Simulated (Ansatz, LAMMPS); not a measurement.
**What do other settings change for aqueous Cd2+ and formate, 6.8 mol of salt per kg of water at 300 K (168 atoms)?**

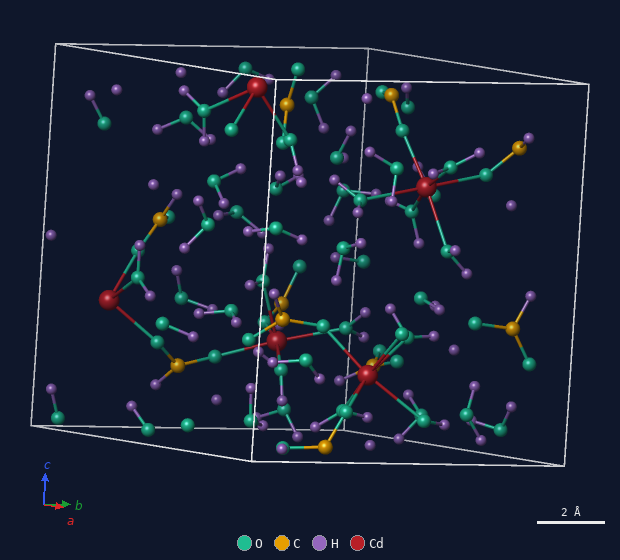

The cell (oxygen teal, carbon orange, hydrogen purple, cadmium red). Bonds to atoms that aren't drawn are left out. Some periodic images of atoms are drawn too.

Density of this cell: 1.90 g/cm³. The cell holds 168 atoms: 61 O, 10 C, 92 H and 5 Cd. Its edges and angles: a = 11.521 Å, b = 11.521 Å, c = 11.521 Å, α = 90.0°, β = 90.0°, γ = 90.0°. 41 H2O, 5 Cd2+, 10 formate placed at random, at 1.9 g/cm³; overlaps pushed apart, then 10 ps at 420 K with divalent ions of Li, Roberts, Chakravorty and Merz (J. Chem. Theory Comput. 9, 2733 (2013)); MMFF94 bonds, angles, torsions, charges and radii (Halgren, J. Comput. Chem. 17, 490 (1996)) in harmonic and 12-6 forms; SPC/E water (Berendsen, Grigera and Straatsma, J. Phys. Chem. 91, 6269 (1987)). Snapshot after 20 ps at 300 K and fixed volume.

Geometry: as built.

Reference run: Kohn-Sham DFT, PBE+D4, PAW (set soft_2), plane waves (Ansatz 0.2.0), cutoff 750 eV, Γ point, fixed occupations.

* r.m.s. force component: 1.158 eV/Å
* gap (highest filled to lowest empty level): 3.327 eV
* SCF cycles: 10
* time: 49 s on 4 threads of Arm Neoverse V1, shared host

Q: Estimate how much each variant changes the results, and its time and memory.
- support functions medium
- support functions low
- support functions medium, radius 3.23 Å
- support functions medium, radius 3.49 Å

Differences are against the run with plane waves at 750 eV (Kohn-Sham DFT, PBE+D4, PAW (set soft_2), plane waves), whose r.m.s. force component is 1.16 eV/Å. Energies are set beside the reference only for runs with its functional, potentials and electron count. Times are for 4 threads of Arm Neoverse V1, shared host.

```
                                    run  Δ force, r.m.s. (meV/Å)  share of r.m.s. force (%)  Δ energy (meV/atom)  Δ gap (eV)  cycles     time  host memory (GiB)
                              reference                        -                          -                    -           -      10     49 s                4.5
               support functions medium                     1.90                      0.164               -0.793     -3.0e-4      13  2.9 min                5.0
                  support functions low                     2.00                      0.173               -0.794     -1.0e-4      12  2.6 min                4.9
support functions medium, radius 3.23 Å                     1.96                      0.169               -0.793     -4.0e-4      13  2.6 min                4.8
support functions medium, radius 3.49 Å                     1.88                      0.162               -0.793     -1.0e-4      13  3.6 min                5.2
```

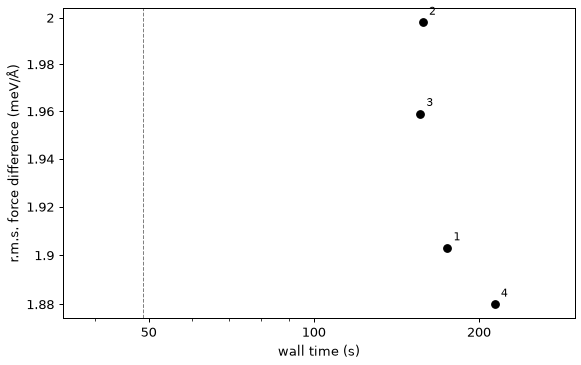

Force difference from the reference against wall time; the dashed line marks the reference's time. Points: 1 support functions medium; 2 support functions low; 3 support functions medium, radius 3.23 Å; 4 support functions medium, radius 3.49 Å.

Among numerical settings the force difference runs from 1.9 meV/Å (support functions medium, radius 3.49 Å) to 2.0 meV/Å (support functions low). At 168 atoms the fastest of the runs at a preset level, support functions low, takes 3.2 times the time of plane waves, in 12 SCF cycles against 10. Differences between support functions and plane waves include what basis error the plane-wave run still has. 

[Logs are printed without paths, hosts, clocks, repeated set-up lines and the standing remarks that a program may print on its own settings, such as how far it seeks lower states.]

[Hosts, paths, dates, database ids (printed as entryN), source tags and the programs' standing remarks are cut or masked in the printed files.]

[The MMFF94 radii named for the starting cell were scaled by 0.96; in molecules described by MMFF94, hydrogen bound to N, O or S took a small fixed 12-6 site in their place.]
